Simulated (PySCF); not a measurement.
# H$_{3}$N$_{3}$, SMILES `N.N#N`: electronic structure

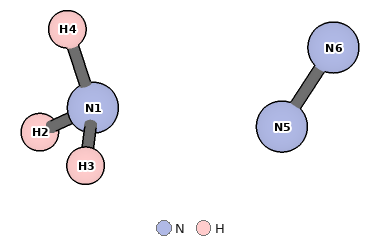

The molecule, with its atoms numbered as below. The pair's geometry is semi-empirical, so its contact may be too short or too long.

Geometry (Å), atoms numbered from 1:

```
N1      -1.4828    0.0679    0.0001
H2      -1.8867   -0.4720   -0.7536
H3      -1.8694   -0.2616    0.8745
H4      -1.7368    1.0395   -0.1224
N5       0.8124   -0.5040    0.0000
N6       1.4551    0.3924    0.0001
```

## 1. Bonding charge

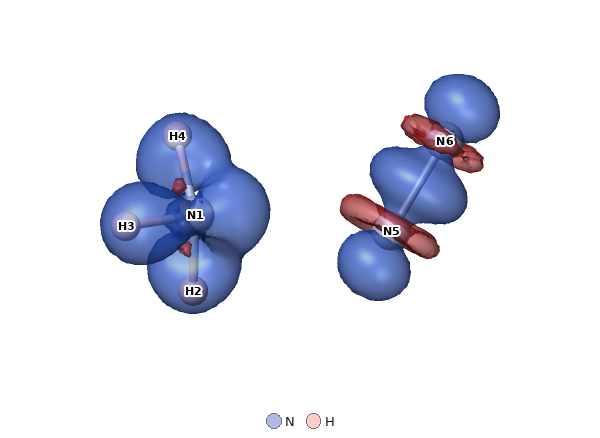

Deformation density (molecule less spherical, spin-averaged free atoms at the same positions), surfaces at ±0.15 e/Å³; blue: gain, red: loss.

Computed with PySCF, r2SCAN/6-311+G**, geometry: GFN2-xTB.

**Describe the bonding that the map shows.**

N5–N6: +1.10 e/Å³ at the bond critical point (bond length 1.10 Å). N1–H2 and N1–H3: +0.79 e/Å³ at the bond critical point (bond length 1.01 Å). N1–H4: +0.79 e/Å³ at the bond critical point (bond length 1.01 Å). N1–N5: 0.01 e/Å³ at the bond critical point (bond length 2.37 Å). In all, 1.3 electrons gather in the regions of gain relative to the promolecule. A small or negative value marks a very polar bond, one between electron-rich atoms, whose free-atom densities already overlap strongly, a long bond to a heavier atom, or a closed-shell contact such as a hydrogen bond.

**Where do the Hirshfeld charges lie?**

The highest Hirshfeld charge is on H2 and H3 (+0.11 e), the lowest on N1 (−0.25 e).

## 2. Bond critical points

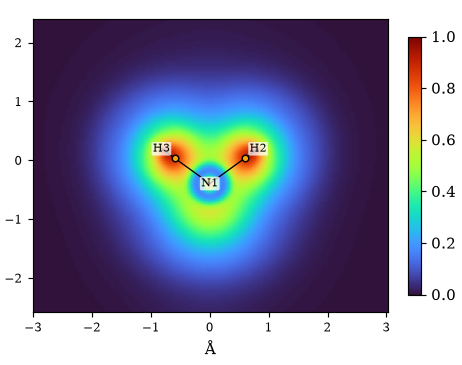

Localised orbital locator (LOL) in the plane of N1, H2 and H3, with bond paths and bond critical points (dots).

**Rank the bonds in the plane by LOL at their critical points.**

N1–H2 and N1–H3: about 0.88. Values above 0.5 mark slow, localised electrons, as in shared pairs; low values at a critical point mark a polar or closed-shell contact whose critical point lies between the shells.

**Where along N1–H2 does the critical point lie?**

0.74 Å from N1 and 0.27 Å from H2.

## 3. Local ionisation energy

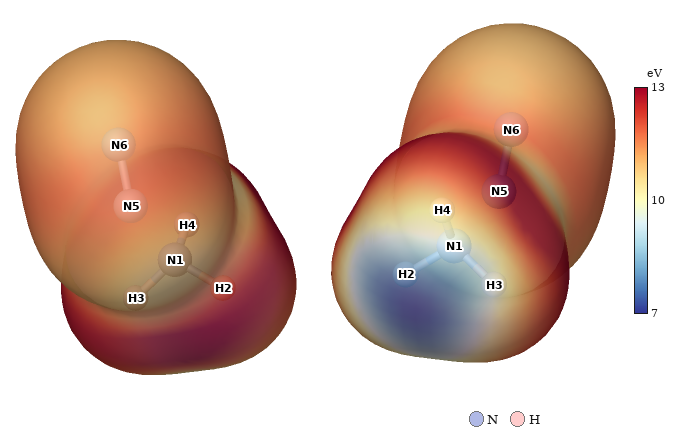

Average local ionisation energy on the surface of electron density 0.001 a.u. (back view left, front view right).

**Where are the most loosely bound electrons on this surface?**

The lowest value is 7.3 eV, near H3 (1.96 Å), H4 (1.98 Å), H2 (2.01 Å) and N1 (2.09 Å). Further minima include 10.4 eV, near N1 (1.94 Å), H4 (1.96 Å), H2 (2.08 Å) and N5 (2.15 Å), and at like points elsewhere; 10.8 eV, 1.9 Å from N5; 10.9 eV, 1.9 Å from N6. For comparison, the highest occupied orbital lies at −6.2 eV.
